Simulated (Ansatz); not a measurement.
# BF (singlet): one geometry, many settings at distance B1–F2 = 1.117 Å

Aim: run BF (singlet) at one geometry under a spread of methods and options, and see what each costs and gives.

Method: the settings change from run to run; program: Ansatz 0.2.0, Gaussian basis.

32 further runs of the same task are left out: 14 for a known fault of the program, 14 that didn't finish, 4 set aside as unsound or not needed.

**1. What is computed**

The geometry derives from a PBE0/def2-TZVP stationary point (not a proven minimum). One bond is set to the value named and the two fragments are kept rigid.

2 atoms, charge 0, spin multiplicity 1.

Atoms are counted from 1 here; the program's logs count them from 0.

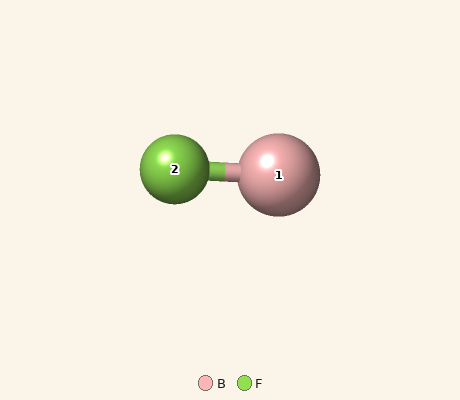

The geometry (boron pink, fluorine green); atoms are numbered from 1 in the order of the file.

**2. CISD/cc-pVDZ**

File in.yaml:

```yaml
crystal:
  periodic: [false, false, false]
  atoms:
    - {symbol: B, position_ang: [0.000000, 0.000000, 0.000000]}
    - {symbol: F, position_ang: [0.000000, 0.000000, 1.117000]}
basis:
  gaussian: {orbitals: cc-pVDZ}
correlation: {active_space: {ras: {orbitals: [7, 0, 21], electrons: 14, max_holes: 2, max_particles: 2}, fixed_orbitals: true}}
scf: {lower_state_search: off}
output: {forces: true}
```

On the command line:

```console
ansatz run in.yaml --threads 1 --pin off --events-out ev --progress --plain --max-ram 2393MiB
```

The log of the run:

```text
Functional definition: HF
  name "HF"
  cite "Fock, Z. Phys. 61, 126 (1930) doi:10.1007/BF01340294"
  parent pbe
  exchange = exact_x
  correlation = 0
these checks for a lower state are left out or cut short: starts, cluster_reference, orbital_swaps, neighbouring_geometries, increment
260 factors; integrals over basis functions are off by at most 5.0e-4 eV
mean field evaluation 1: about -3375.6763 eV, gradient 1.8e1 eV
mean field evaluation 2: about -3375.6785 eV, gradient 1.8e1 eV
mean field evaluation 4: about -3376.2751 eV, gradient 1.0e0 eV
mean field evaluation 8: about -3376.2792 eV, gradient 1.5e-4 eV
mean field -3376.27922263 eV, -124.0759729073 hartree, gradient 1.2e-6 eV, S^2 0.000000; 0 other end points of the search recorded, 0 dependent functions left out
reference -3376.27922263 eV, -124.0759729073 hartree; 7, 7 occupied and 21, 21 virtual orbitals, 260 factors
state -3383.02168764 eV, -124.3237539263 hartree
the calculation of the forces begins
Total energy: -3383.02168764 eV, -124.3237539263 hartree
Atom 0 at     0.000000     0.000000     0.000000 Å, force     0.000000     0.000000   -14.230051 eV/Å
Atom 1 at     0.000000     0.000000     1.117000 Å, force    -0.000000    -0.000000    14.230051 eV/Å
Dipole moment:    -0.000000    -0.000000     0.351977 e Å
Checks for a lower state left out: starts, cluster_reference, orbital_swaps, neighbouring_geometries, increment
```

Wall time 0.75 s (1 thread of Intel Xeon Platinum 8488C, shared host).

From the report: 8,454 determinants.

**3. HF/cc-pVDZ**

File in.yaml:

```yaml
crystal:
  periodic: [false, false, false]
  atoms:
    - {symbol: B, position_ang: [0.000000, 0.000000, 0.000000]}
    - {symbol: F, position_ang: [0.000000, 0.000000, 1.117000]}
basis:
  gaussian: {orbitals: cc-pVDZ, point_charges: [{charge: 1.00, position_ang: [2.948, 0.530, 0.970]}]}
magnetization: {spin_polarized: false}
hamiltonian: {xc: hf}
output: {forces: true, orbitals: {seedname: orbitals}}
```

Launched as before.

The log of the run:

```text
Functional definition: HF
  name "HF"
  cite "Fock, Z. Phys. 61, 126 (1930) doi:10.1007/BF01340294"
  parent pbe
  exchange = exact_x
  correlation = 0
260 factors; integrals over basis functions are off by at most 5.0e-4 eV
mean field evaluation 1: about -3375.6198 eV, gradient 1.8e1 eV
mean field evaluation 2: about -3375.6219 eV, gradient 1.8e1 eV
mean field evaluation 4: about -3376.2352 eV, gradient 1.0e0 eV
mean field evaluation 8: about -3376.2395 eV, gradient 1.6e-4 eV
mean field -3376.23947776 eV, -124.0745123104 hartree, gradient 1.2e-5 eV, S^2 0.000000; 0 other end points of the search recorded, 0 dependent functions left out
the calculation of the forces begins
reference -3376.23947776 eV, -124.0745123104 hartree; 7, 7 occupied and 21, 21 virtual orbitals, 260 factors
Total energy: -3376.23947776 eV, -124.0745123104 hartree
Atom 0 at     0.000000     0.000000     0.000000 Å, force     0.405605     0.072921   -13.319698 eV/Å
Atom 1 at     0.000000     0.000000     1.117000 Å, force    -0.379127    -0.068161    13.472063 eV/Å
Dipole moment:    -0.243682    -0.043810     0.276716 e Å
```

It took 0.12 s on 1 thread of Intel Xeon Platinum 8488C, shared host.

**4. NEVPT2(6,4)/6-31++G****

File in.yaml:

```yaml
crystal:
  periodic: [false, false, false]
  atoms:
    - {symbol: B, position_ang: [0.000000, 0.000000, 0.000000]}
    - {symbol: F, position_ang: [0.000000, 0.000000, 1.117000]}
basis:
  gaussian: {orbitals: "6-31++G**"}
correlation: {method: sc_nevpt2, electrons: valence, active_space: {window: {electrons: 6, orbitals: 4}}}
```

Same command.

The log of the run:

```text
Functional definition: HF
  name "HF"
  cite "Fock, Z. Phys. 61, 126 (1930) doi:10.1007/BF01340294"
  parent pbe
  exchange = exact_x
  correlation = 0
315 factors; integrals over basis functions are off by at most 7.5e-4 eV
mean field evaluation 1: about -3375.6572 eV, gradient 2.1e1 eV
mean field evaluation 2: about -3375.6633 eV, gradient 2.1e1 eV
mean field evaluation 4: about -3376.4363 eV, gradient 1.4e0 eV
mean field evaluation 8: about -3376.4434 eV, gradient 6.1e-4 eV
mean field -3376.44336470 eV, -124.0820050173 hartree, gradient 4.8e-6 eV, S^2 0.000000; 0 other end points of the search recorded, 0 dependent functions left out
reference -3376.44336470 eV, -124.0820050173 hartree; 7, 7 occupied and 31, 31 virtual orbitals, 315 factors
state -3376.91820663 eV, -124.0994551364 hartree
state -3376.91820663 eV, -124.0994551364 hartree; corrected -3382.38935666 eV, -124.3005161914 hartree
WARN: 1 active orbitals are nearly empty or full. The corrections depend on them more than the energy does, and are more stable in an active space without them
Total energy: -3382.38935666 eV, -124.3005161914 hartree
```

Run time: 0.39 s. Hardware: 1 thread of Intel Xeon Platinum 8488C, shared host.

From the report: 8 determinants; active occupations 2.00, 2.00, 1.94, 0.06. The report marks this result as in doubt.

**5. BCCD/aug-cc-pVDZ**

File in.yaml:

```yaml
crystal:
  periodic: [false, false, false]
  atoms:
    - {symbol: B, position_ang: [0.000000, 0.000000, 0.000000]}
    - {symbol: F, position_ang: [0.000000, 0.000000, 1.117000]}
basis:
  gaussian: {orbitals: aug-cc-pVDZ}
magnetization: {spin_polarized: true, initial_magnetization: 0}
hamiltonian: {xc: {name: r2SCAN}}
correlation: {method: bccd, electrons: outside_noble_gas}
```

Launched as before.

The log of the run, shortened:

```text
Functional definition: r2SCAN
  name "r2SCAN"
  cite "Furness, Kaplan, Ning, Perdew & Sun, J. Phys. Chem. Lett. 11, 8208 (2020) doi:10.1021/acs.jpclett.0c02405"
  cite "Furness, Kaplan, Ning, Perdew & Sun, J. Phys. Chem. Lett. 11, 9248 (2020) doi:10.1021/acs.jpclett.0c03077"
  parent r2scan
[...]
439 factors; integrals over basis functions are off by at most 6.7e-4 eV
[...]
mean field -3389.74012002 eV, -124.5706517622 hartree, gradient 9.8e-6 eV, S^2 0.000000; 0 other end points of the search recorded, 0 dependent functions left out
2 core orbitals not correlated: weight in the atoms' cores, before any rotation towards them, 1.000 or more for the frozen orbitals, at most 0.000 for the correlated occupied ones
reference -3376.23388473 eV, -124.0743067704 hartree; 5, 5 occupied and 39, 39 virtual orbitals, 439 factors
second order -7.24546916 eV of doubles, -0.16378473 eV of singles
cycle   1  -7.28742834 eV  change    1.2e-1 eV  update   8.0e-2
[...]
cycle   9  -7.59305282 eV  change   -6.2e-6 eV  update   5.1e-6
Total energy: -3383.82693755 eV, -124.3533463148 hartree
```

It took 1.6 s on 1 thread of Intel Xeon Platinum 8488C, shared host.

From the report: ⟨S²⟩ of the determinant 0.000 (pure singlet: 0.00); correlation -7.5931 eV; largest double amplitude 0.10.

**6. MP2 on UHF/cc-pVDZ**

File in.yaml:

```yaml
crystal:
  periodic: [false, false, false]
  atoms:
    - {symbol: B, position_ang: [0.000000, 0.000000, 0.000000]}
    - {symbol: F, position_ang: [0.000000, 0.000000, 1.117000]}
basis:
  gaussian: {orbitals: cc-pVDZ, point_charges: [{charge: 0.50, position_ang: [3.798, -0.818, 0.350]}]}
magnetization: {spin_polarized: true, initial_magnetization: 0}
correlation: {method: mp2, electrons: all}
accuracy: high
output: {forces: true}
```

Same command.

The log of the run, shortened:

```text
Functional definition: HF
  name "HF"
  cite "Fock, Z. Phys. 61, 126 (1930) doi:10.1007/BF01340294"
  parent pbe
[...]
509 factors; integrals over basis functions are off by at most 2.9e-9 eV
[...]
mean field -3376.26246203 eV, -124.0753569668 hartree, gradient 2.1e-8 eV, S^2 0.000000; 4 other end points of the search recorded, 0 dependent functions left out
reference -3376.26246203 eV, -124.0753569668 hartree; 7, 7 occupied and 21, 21 virtual orbitals, 509 factors
second order -6.75240004 eV of doubles, -0.00000000 eV of singles
[...]
Total energy: -3383.01486207 eV, -124.3235030913 hartree
Atom 0 at     0.000000     0.000000     0.000000 Å, force     0.152277    -0.032797   -14.385970 eV/Å
Atom 1 at     0.000000     0.000000     1.117000 Å, force    -0.154286     0.033230    14.431160 eV/Å
Dipole moment:    -0.081828     0.017624     0.365836 e Å
```

Wall time 0.33 s (1 thread of Intel Xeon Platinum 8488C, shared host).

From the report: ⟨S²⟩ of the determinant 0.000 (pure singlet: 0.00).

**7. HF/def2-mTZVP**

File in.yaml:

```yaml
crystal:
  periodic: [false, false, false]
  atoms:
    - {symbol: B, position_ang: [0.000000, 0.000000, 0.000000]}
    - {symbol: F, position_ang: [0.000000, 0.000000, 1.117000]}
basis:
  gaussian: {orbitals: def2-mTZVP}
magnetization: {spin_polarized: false}
hamiltonian: {xc: hf}
output: {forces: true, orbitals: {seedname: orbitals}}
```

Launched as before.

The log of the run:

```text
Functional definition: HF
  name "HF"
  cite "Fock, Z. Phys. 61, 126 (1930) doi:10.1007/BF01340294"
  parent pbe
  exchange = exact_x
  correlation = 0
321 factors; integrals over basis functions are off by at most 9.3e-4 eV
mean field evaluation 1: about -3377.0706 eV, gradient 2.1e1 eV
mean field evaluation 2: about -3377.0744 eV, gradient 2.1e1 eV
mean field evaluation 4: about -3377.7915 eV, gradient 1.3e0 eV
mean field evaluation 8: about -3377.7982 eV, gradient 3.5e-4 eV
mean field -3377.79817365 eV, -124.1317933278 hartree, gradient 8.1e-6 eV, S^2 0.000000; 0 other end points of the search recorded, 0 dependent functions left out
the calculation of the forces begins
reference -3377.79817365 eV, -124.1317933278 hartree; 7, 7 occupied and 31, 31 virtual orbitals, 321 factors
Total energy: -3377.79817365 eV, -124.1317933278 hartree
Atom 0 at     0.000000     0.000000     0.000000 Å, force     0.000000    -0.000000   -12.641582 eV/Å
Atom 1 at     0.000000     0.000000     1.117000 Å, force    -0.000000    -0.000000    12.641582 eV/Å
Dipole moment:     0.000000    -0.000000     0.337144 e Å
```

Wall time 0.18 s (1 thread of Intel Xeon Platinum 8488C, shared host).

**8. BCCD(T) on RHF/cc-pVDZ**

File in.yaml:

```yaml
crystal:
  periodic: [false, false, false]
  atoms:
    - {symbol: B, position_ang: [0.000000, 0.000000, 0.000000]}
    - {symbol: F, position_ang: [0.000000, 0.000000, 1.117000]}
basis:
  gaussian: {orbitals: cc-pVDZ}
magnetization: {spin_polarized: false}
correlation: {method: bccd_t, electrons: outside_noble_gas}
accuracy: high
```

Launched as before.

The log of the run, shortened:

```text
Functional definition: HF
  name "HF"
  cite "Fock, Z. Phys. 61, 126 (1930) doi:10.1007/BF01340294"
  parent pbe
[...]
509 factors; integrals over basis functions are off by at most 2.9e-9 eV
[...]
mean field -3376.27929200 eV, -124.0759754567 hartree, gradient 2.7e-8 eV, S^2 0.000000; 0 other end points of the search recorded, 0 dependent functions left out
2 core orbitals not correlated: weight in the atoms' cores, before any rotation towards them, 1.000 or more for the frozen orbitals, at most 0.000 for the correlated occupied ones
reference -3376.27929200 eV, -124.0759754567 hartree; 5, 5 occupied and 21, 21 virtual orbitals, 509 factors
second order -6.63902482 eV of doubles, -0.00000000 eV of singles
cycle   1  -6.77984200 eV  change   -1.4e-1 eV  update   7.3e-2
[...]
cycle  22  -7.04193974 eV  change  -3.6e-10 eV  update  2.6e-10
perturbative correction -0.16420081 eV, -0.0060342684 hartree
Total energy: -3383.48543255 eV, -124.3407962375 hartree
```

Run time: 0.39 s. Hardware: 1 thread of Intel Xeon Platinum 8488C, shared host.

From the report: correlation -7.2061 eV; largest double amplitude 0.10.

**9. MP2 on UHF/cc-pVDZ**

File in.yaml:

```yaml
crystal:
  periodic: [false, false, false]
  atoms:
    - {symbol: B, position_ang: [0.000000, 0.000000, 0.000000]}
    - {symbol: F, position_ang: [0.000000, 0.000000, 1.117000]}
basis:
  gaussian: {orbitals: cc-pVDZ}
magnetization: {spin_polarized: true, initial_magnetization: 0}
correlation: {method: mp2, electrons: outside_noble_gas}
```

Launched as before.

The log of the run:

```text
Functional definition: HF
  name "HF"
  cite "Fock, Z. Phys. 61, 126 (1930) doi:10.1007/BF01340294"
  parent pbe
  exchange = exact_x
  correlation = 0
260 factors; integrals over basis functions are off by at most 5.0e-4 eV
mean field evaluation 1: about -3375.6763 eV, gradient 1.3e1 eV
mean field evaluation 2: about -3375.6785 eV, gradient 1.3e1 eV
mean field evaluation 4: about -3376.2751 eV, gradient 7.4e-1 eV
mean field evaluation 8: about -3376.2792 eV, gradient 1.0e-4 eV
mean field evaluation 16: about -3375.9760 eV, gradient 2.2e0 eV
mean field -3376.27922263 eV, -124.0759729073 hartree, gradient 8.3e-7 eV, S^2 0.000000; 2 other end points of the search recorded, 0 dependent functions left out
2 core orbitals not correlated: weight in the atoms' cores, before any rotation towards them, 1.000 or more for the frozen orbitals, at most 0.000 for the correlated occupied ones
reference -3376.27922263 eV, -124.0759729073 hartree; 5, 5 occupied and 21, 21 virtual orbitals, 260 factors
second order -6.63900348 eV of doubles, -0.00000000 eV of singles
Total energy: -3382.91822611 eV, -124.3199517853 hartree
```

It took 0.12 s on 1 thread of Intel Xeon Platinum 8488C, shared host.

From the report: ⟨S²⟩ of the determinant 0.000 (pure singlet: 0.00).

**10. HF/STO-3G**

File in.yaml:

```yaml
crystal:
  periodic: [false, false, false]
  atoms:
    - {symbol: B, position_ang: [0.000000, 0.000000, 0.000000]}
    - {symbol: F, position_ang: [0.000000, 0.000000, 1.117000]}
basis:
  gaussian: {orbitals: STO-3G, point_charges: [{charge: 0.50, position_ang: [3.906, -0.769, 0.551]}]}
magnetization: {spin_polarized: true, initial_magnetization: 0}
hamiltonian: {xc: hf}
scf: {lower_state_search: off}
output: {orbitals: {seedname: orbitals}}
```

The command is unchanged.

The log of the run:

```text
Functional definition: HF
  name "HF"
  cite "Fock, Z. Phys. 61, 126 (1930) doi:10.1007/BF01340294"
  parent pbe
  exchange = exact_x
  correlation = 0
these checks for a lower state are left out or cut short: stability, starts, cluster_reference, orbital_swaps, neighbouring_geometries, increment
134 factors; integrals over basis functions are off by at most 5.0e-5 eV
mean field evaluation 1: about -3328.4377 eV, gradient 6.2e0 eV
mean field evaluation 2: about -3328.4638 eV, gradient 6.1e0 eV
mean field evaluation 4: about -3328.7206 eV, gradient 3.1e-1 eV
mean field evaluation 8: about -3328.7213 eV, gradient 2.6e-6 eV
mean field -3328.72132690 eV, -122.3282524750 hartree, gradient 7.3e-7 eV, S^2 0.000000; 0 other end points of the search recorded, 0 dependent functions left out
reference -3328.72132690 eV, -122.3282524750 hartree; 7, 7 occupied and 3, 3 virtual orbitals, 134 factors
Total energy: -3328.72132690 eV, -122.3282524750 hartree
Checks for a lower state left out: stability, starts, cluster_reference, orbital_swaps, neighbouring_geometries, increment
```

Run time: 0.06 s. Hardware: 1 thread of Intel Xeon Platinum 8488C, shared host.

From the report: ⟨S²⟩ of the determinant 0.000 (pure singlet: 0.00).

**11. All runs side by side**

Where basis and cores are those of an earlier RCCSDTQ/cc-pVDZ run (-3383.5026 eV), and the state is the same kind, the miss against it is given. † marks a result that the program doubts.

```
                                     level         correlated  functions  energy (eV)  from RCCSDTQ (meV)    time
                              CISD/cc-pVDZ                all         28   -3383.0217                      0.75 s
        HF/cc-pVDZ (beside a point charge)                            28   -3376.2395                      0.12 s
                   NEVPT2(6,4)/6-31++G** †            valence         38   -3382.3894                      0.39 s
     BCCD/aug-cc-pVDZ (on r2SCAN orbitals)  outside noble gas         46   -3383.8269                       1.6 s
MP2 on UHF/cc-pVDZ (beside a point charge)                all         28   -3383.0149                      0.33 s
                             HF/def2-mTZVP                            38   -3377.7982                      0.18 s
                    BCCD(T) on RHF/cc-pVDZ  outside noble gas         28   -3383.4854                17.2  0.39 s
                        MP2 on UHF/cc-pVDZ  outside noble gas         28   -3382.9182               584.4  0.12 s
         HF/STO-3G (beside a point charge)                            10   -3328.7213                      0.06 s
```

**12. Outcome**

| quantity | value |
| --- | --- |
| runs | 9 |
| quickest | HF/STO-3G (beside a point charge), 0.06 s |
| slowest | BCCD/aug-cc-pVDZ (on r2SCAN orbitals), 1.6 s |

Total energies in different bases, with other cores or another treatment of relativity can't be set against each other. BCCD/aug-cc-pVDZ (on r2SCAN orbitals) took 27 times as long as HF/STO-3G (beside a point charge); the jobs differ in more than the method. Among the correlated runs with a miss given, it spans +17 to +584 meV.
